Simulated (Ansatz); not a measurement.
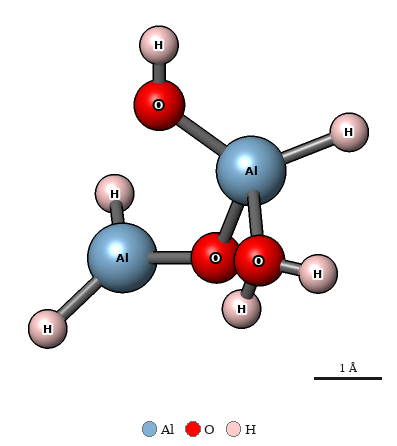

The structure as given in the input (ball-and-stick view, seen at a tilt). Sticks mark near contacts.

# Frequency calculation of Al2H6O3

- system: Al2H6O3
- method: RKS PBE0/def2-SVP (Ansatz 0.2.0)

It belongs to a series of runs on one base structure; here: vibrations at the highest image of the band.

Input file
```yaml
crystal:
  periodic: [false, false, false]
  atoms:
    - { symbol: Al, position_ang: [-0.068917, 0.602429, 0.29252] }
    - { symbol: O, position_ang: [-0.563147, -0.893235, 1.523171] }
    - { symbol: H, position_ang: [-1.439732, -1.281304, 1.402377] }
    - { symbol: O, position_ang: [1.589463, 0.44713, -0.149012] }
    - { symbol: H, position_ang: [1.932948, 0.141021, -0.988721] }
    - { symbol: H, position_ang: [-1.245559, 0.519473, -0.77332] }
    - { symbol: O, position_ang: [-0.108323, 1.636875, 1.69389] }
    - { symbol: Al, position_ang: [1.151983, 2.684702, 2.186896] }
    - { symbol: H, position_ang: [1.849073, 2.400951, 3.58838] }
    - { symbol: H, position_ang: [1.519086, 3.960925, 1.314889] }
    - { symbol: H, position_ang: [-0.608476, -0.297667, 2.29833] }
basis:
  gaussian: { orbitals: def2-SVP }
hamiltonian:
  xc: pbe0
phonons: {}
```

Command:
```bash
ansatz run input.yaml --threads 4 --pin off --max-ram 5120MiB --backend cpu --events-out ev --progress --plain --runs-dir out
```

Log
```
Engine: ansatz 0.2.0, aarch64-unknown-linux-gnu
Functional definition: PBE0
  parameter a = 0.25
  parameter kappa = 0.804
  parameter beta = 0.06672455060314922
  exchange = (1 - a)*pbe_x(kappa = kappa, mu = beta*pi^2/3) + a*exact_x
  correlation = pbe_c(beta = beta)
1076 factors; integrals over basis functions are off by at most 3.8e-4 eV
mean field evaluation 1: about -19403.8614 eV, gradient 8.1e1 eV
mean field evaluation 2: about -19374.2017 eV, gradient 1.4e2 eV
mean field evaluation 4: about -19415.2511 eV, gradient 9.9e0 eV
mean field evaluation 8: about -19415.4192 eV, gradient 7.7e-2 eV
mean field -19415.41926057 eV, -713.5034975820 hartree, gradient 2.2e-5 eV, S^2 0.000000; 0 other end points of the search recorded, 0 dependent functions left out
the calculation of the forces begins
reference -19415.41929656 eV, -713.5034989048 hartree; 28, 28 occupied and 80, 80 virtual orbitals, 1076 factors
these checks for a lower state are left out or cut short: stability, starts, cluster_reference, orbital_swaps, neighbouring_geometries, increment
1076 factors; integrals over basis functions are off by at most 3.7e-4 eV
mean field evaluation 16: about -19415.4182 eV, gradient 1.4e-1 eV
mean field -19415.41916388 eV, -713.5034940288 hartree, gradient 1.4e-6 eV, S^2 0.000000; 0 other end points of the search recorded, 0 dependent functions left out
[... from here on the field's lines of each further geometry are left out, up to the last ...]
the calculation of the forces begins
reference -19415.41919586 eV, -713.5034952039 hartree; 28, 28 occupied and 80, 80 virtual orbitals, 1076 factors
these checks for a lower state are left out or cut short: stability, starts, cluster_reference, orbital_swaps, neighbouring_geometries, increment
1076 factors; integrals over basis functions are off by at most 3.8e-4 eV
mean field -19415.41915987 eV, -713.5034938815 hartree, gradient 9.0e-7 eV, S^2 0.000000; 0 other end points of the search recorded, 0 dependent functions left out
the calculation of the forces begins
reference -19415.41919587 eV, -713.5034952043 hartree; 28, 28 occupied and 80, 80 virtual orbitals, 1076 factors
WARN: phonons: modes at or below zero, which the zero-point energy, F, S and C_V leave out: 1, the lowest at -82.56 cm⁻¹. A minimum has none, and a first-order saddle one
Total energy: -19415.41929656 eV, -713.5034989048 hartree
Atom 0 at    -0.068917     0.602429     0.292520 Å, force     0.004342     0.000975     0.000454 eV/Å
Atom 1 at    -0.563147    -0.893235     1.523171 Å, force    -0.005498    -0.001268     0.001993 eV/Å
Atom 2 at    -1.439732    -1.281304     1.402377 Å, force     0.000891    -0.003320    -0.002434 eV/Å
Atom 3 at     1.589463     0.447130    -0.149012 Å, force    -0.006059    -0.004797    -0.010811 eV/Å
Atom 4 at     1.932948     0.141021    -0.988721 Å, force     0.002904     0.003410     0.007670 eV/Å
Atom 5 at    -1.245559     0.519473    -0.773320 Å, force    -0.000577     0.000106     0.000426 eV/Å
Atom 6 at    -0.108323     1.636875     1.693890 Å, force     0.000737    -0.001666     0.002034 eV/Å
Atom 7 at     1.151983     2.684702     2.186896 Å, force     0.000139    -0.000073     0.000709 eV/Å
Atom 8 at     1.849073     2.400951     3.588380 Å, force    -0.000898     0.000385     0.000075 eV/Å
Atom 9 at     1.519086     3.960925     1.314889 Å, force    -0.000117     0.000117     0.000018 eV/Å
Atom 10 at    -0.608476    -0.297667     2.298330 Å, force     0.004137     0.006133    -0.000135 eV/Å
Dipole moment:    -0.459259    -0.648978     0.101347 e Å
Vibrations: -82.56 84.85 143.00 147.94 205.19 244.99 309.41 325.69 409.79 509.92 553.54 574.57 595.53 619.32 650.60 706.31 754.90 810.45 866.65 962.35 1583.64 1927.86 1931.89 1940.24 3667.16 3889.45 3992.51 cm⁻¹, zero-point energy 1.761056 eV
```

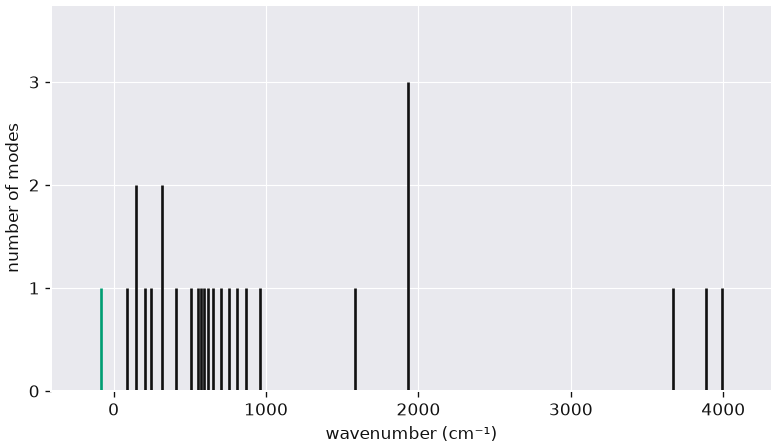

Harmonic vibrational wavenumbers from the force constants; neighbouring modes closer than 19 cm⁻¹ are counted in one stick, and imaginary ones are drawn at negative wavenumbers. 27 modes from 83i to 3993 cm⁻¹, 1 imaginary beyond 8i (83i cm⁻¹): not a clean minimum; so soft a mode can be a shallow saddle, an incomplete relaxation or noise of the force constants.

Summary

| quantity | value |
| --- | --- |
| outcome | converged |
| total energy | −19415.4193 eV |
| mean-field energy | −19415.4193 eV |
| largest force (length of the vector) | 0.013 eV/Å |
| hardware | 4 threads of Arm Neoverse V1, 24 GiB of memory available, shared host |
| wall time | 65 s (CPU time 4.1 min) |
| peak memory | 0.24 GiB |
